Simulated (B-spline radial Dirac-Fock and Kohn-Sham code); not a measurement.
The ruthenium atom. Computed with a B-spline radial atomic code: a Dirac–Hartree–Slater potential; 1 + βP₂(cos θ) + (δ + γ cos²θ) sin θ cos φ with E1 and E1–E2 terms. Open shells are averaged over j.

What should this plot look like? Angular distribution of photoelectrons from M4 (3d3/2) in the plane of the polarisation E (up) and the photon direction k (right), relative to an isotropic one.

At 617 eV, β = 0.971, γ = −0.016 and δ = 0.025. At 975 eV, β = 1.200, γ = 0.127 and δ = 0.043. At 1.25 keV, β = 1.234, γ = 0.246 and δ = 0.054. At 1.25 keV the emission 45° forward of E is 1.2 times that 45° backward, and the lobe peaks 5.0° from E towards k.

Here it is:

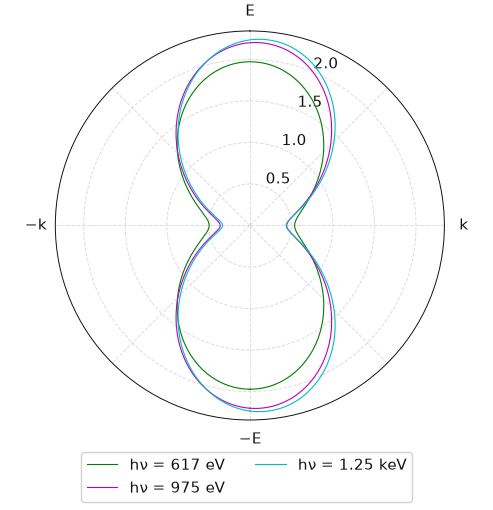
